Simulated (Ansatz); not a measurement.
**Fields on a plane of GeSe (GeS type, space group Pnma)**

```xyz
8
Lattice="10.5197 0.0000 0.0000 0.0000 3.8237 0.0000 0.0000 0.0000 4.1429" Properties=species:S:1:pos:R:3 pbc="T T T"
Ge     6.4829     2.8678     2.4751
Ge     9.2967     0.9559     0.4037
Ge     4.0369     0.9559     1.6677
Ge     1.2230     2.8678     3.7392
Se     3.7551     2.8678     4.1105
Se     1.5047     0.9559     2.0390
Se     6.7646     0.9559     0.0324
Se     9.0150     2.8678     2.1038
```

The slice is a (1 0 -1) plane (indices of the conventional cell) through the point (0.884, 0.250, 0.097) (fractional), spanned by u = [010] and v = [101] in vectors of this cell: u (3.82 Å) and v (11.31 Å, at 90° to u). It covers one period; positions are fractions (u, v).

Atoms on it: Ge at (0.00, 0.00). Other atoms lie within 1 Å of the plane.

These are PBEsol-D3(BJ) (plane waves to 420 eV, PAW, scalar-relativistic; Ansatz, an electronic-structure program) values and carry that method's errors. k mesh 3×9×8. Near the nuclei the fields are pseudised (PAW); where an atom keeps semicore shells as valence, they peak there. GeSe was relaxed with its symmetry unable to fall. The relaxed volume of GeSe is well below the measured one.

```
|xx07970x|
|x0589850|
|24799974|
|xx58885x|
|xx16551x|
|xx11011x|
|x030x030|
|7750x057|
|99854589|
|78888888|
|03789873|
|xx48984x|
|xx38983x|
|x0689850|
|14799974|
|xx59995x|
|xx08980x|
|xx28982x|
|x0689860|
|78999998|
|67899987|
|x0589850|
|xx07870x|
|xxx686xx|
```
Scale: ten equal steps from -1.00 (start of '0') to 7.41 (end of '9'), in the order '0123456789'. Values: electrostatic potential energy of an electron, from the cell's mean, in eV. The map has 8 points along u (one character each, u = 0 at the left) and 24 along v (v = 0 in the bottom row). Points within 1 Å of a nucleus are blanked (x), as the pseudised field means little there. Values under -1 eV are set to -1. The zero, the cell's mean, hangs on the PAW cores.

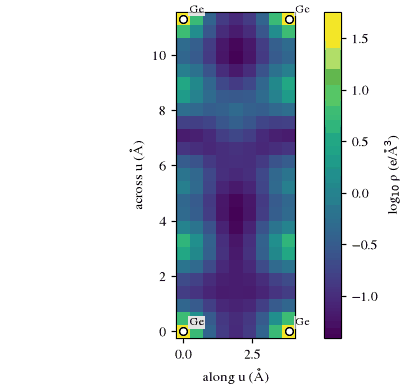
Figure. Log₁₀ of the valence density in e/Å³, one period of the plane, atoms marked. The scale is logarithmic, as a density can span decades between atoms and voids.
